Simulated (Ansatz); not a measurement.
# BCl (SMILES [B]Cl): MP2/STO-3G

What is the electronic atomisation energy of BCl at MP2/STO-3G? 

The results are computed with Ansatz 0.2.0.

40 further runs of the same task are left out: 1 that didn't finish, 39 set aside as unsound or not needed.

### Step 1. The structure to begin with

BCl: 2 atoms, total charge 0, spin state singlet. SMILES: `[B]Cl`. The coordinates come from a PBE0-D4/def2-TZVP relaxation.

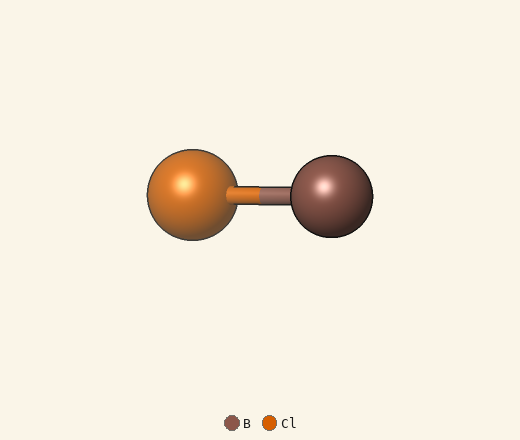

The structure, seen from a chosen angle (boron brown, chlorine orange).

### Step 2. A single-point energy at MP2/STO-3G

The input, molecule.yaml:

```yaml
crystal:
  periodic: [false, false, false]
  atoms:
    - {symbol: B, position_ang: [-0.000000, -0.000000, -0.069660]}
    - {symbol: Cl, position_ang: [0.000000, 0.000000, 1.648190]}
basis:
  gaussian: {orbitals: STO-3G}
correlation: {method: mp2, frozen_orbitals: {B: 1, Cl: 5}}
accuracy: high
```

Run with:

```sh
$ ansatz run molecule.yaml --threads 1 --pin off --max-ram 3480MiB --events-out events.jsonl --progress --plain --runs-dir runs
```

Standard output:

```text
Warning: RAYON_NUM_THREADS=1 ignored (pool sized by the plan → 1); use --threads N
Functional definition: HF
  name "HF"
  exchange = exact_x
  correlation = 0
224 factors; integrals over basis functions are off by at most 2.1e-8 eV
mean field evaluation 1: about -13029.3769 eV, gradient 1.2e1 eV
mean field evaluation 2: about -13029.3991 eV, gradient 1.2e1 eV
mean field evaluation 4: about -13030.1966 eV, gradient 5.9e-1 eV
mean field evaluation 8: about -13030.1981 eV, gradient 7.4e-6 eV
mean field -13030.19805870 eV, -478.8509464717 hartree, gradient 5.6e-9 eV, S^2 0.000000; 0 other end points of the search recorded, 0 dependent functions left out; unrestricted orbitals would lower it
mean field evaluation 16: about -13030.1776 eV, gradient 1.1e1 eV
6 core orbitals not correlated: weight in the atoms' cores, before any rotation towards them, 1.000 or more for the frozen orbitals, at most 0.000 for the correlated occupied ones
reference -13030.19805870 eV, -478.8509464717 hartree; 5, 5 occupied and 3, 3 virtual orbitals, 224 factors
second order -1.07317239 eV of doubles, -0.00000000 eV of singles
Total energy: -13031.27123109 eV, -478.8903848296 hartree
```

Run time: 0.08 s. Hardware: 1 thread of Intel Xeon Platinum 8488C (Sapphire Rapids), shared host.

### Step 3. The B atom

The input, molecule.yaml:

```yaml
crystal:
  periodic: [false, false, false]
  atoms:
    - symbol: B
      position_ang: [0.000000, 0.000000, 0.000000]
basis:
  gaussian:
    orbitals: STO-3G
accuracy: high
magnetization:
  spin_polarized: true
  initial_magnetization: 1
correlation:
  method: mp2
  frozen_orbitals: {B: 1}
```

Run with:

```sh
$ ansatz run molecule.yaml --threads 1 --pin off --max-ram 3480MiB --events-out events.jsonl --progress --plain --runs-dir runs
```

Standard output:

```text
Warning: RAYON_NUM_THREADS=1 ignored (pool sized by the plan → 1); use --threads N
Functional definition: HF
  name "HF"
  exchange = exact_x
  correlation = 0
15 factors; integrals over basis functions are off by at most 8.9e-10 eV
mean field evaluation 1: about -657.1275 eV, gradient 1.7e-14 eV
mean field evaluation 2: about -657.1275 eV, gradient 0.0e0 eV
mean field evaluation 4: about -656.8531 eV, gradient 1.9e0 eV
mean field evaluation 8: about -656.8531 eV, gradient 1.9e0 eV
mean field -657.12745801 eV, -24.1489886649 hartree, gradient 0.0e0 eV, S^2 0.750000; 4 other end points of the search recorded, 0 dependent functions left out
1 core orbitals not correlated: weight in the atoms' cores, before any rotation towards them, 1.000 or more for the frozen orbitals, at most 0.000 for the correlated occupied ones
reference -657.12745801 eV, -24.1489886649 hartree; 2, 1 occupied and 2, 3 virtual orbitals, 15 factors
second order -0.50768279 eV of doubles, 0.00000000 eV of singles
Total energy: -657.63514080 eV, -24.1676456634 hartree
```

Run time: 0.04 s. Hardware: 1 thread of Intel Xeon Platinum 8488C (Sapphire Rapids), shared host.

### Step 4. The Cl atom, same level

The input, molecule.yaml:

```yaml
crystal:
  periodic: [false, false, false]
  atoms:
    - {symbol: Cl, position_ang: [0.000000, 0.000000, 0.000000]}
basis:
  gaussian:
    orbitals: STO-3G
total_charge: 0
magnetization:
  spin_polarized: true
  initial_magnetization: 1
accuracy: high
correlation:
  method: mp2
  frozen_orbitals: {Cl: 5}
```

Run the same way, it converges to -454.54219 Eh (log not shown).

### Step 5. Results

At MP2/STO-3G, 6 core orbitals frozen:

| quantity | value |
| --- | --- |
| molecule: total energy | -478.89038 Eh |
| molecule: correlation energy (6 core orbitals frozen) | -39.4 mEh |
| B atom: total energy | -24.16765 Eh |
| B atom: correlation energy (1 core orbital frozen) | -18.7 mEh |
| B atom: ⟨S²⟩ of the reference determinant | 0.750 |
| Cl atom: total energy | -454.54219 Eh |
| Cl atom: correlation energy (5 core orbitals frozen) | 0.0 mEh |
| Cl atom: ⟨S²⟩ of the reference determinant | 0.750 |
| electronic atomisation energy | 4.913 eV |

What this shows: Taking the molecule apart into free atoms costs 4.91 eV (474 kJ/mol), before zero-point energy and without spin-orbit coupling. In a minimal basis such a difference can be off by several eV, whatever the method. The restricted solution (molecule) is unstable to spin breaking: an unrestricted one lies lower.
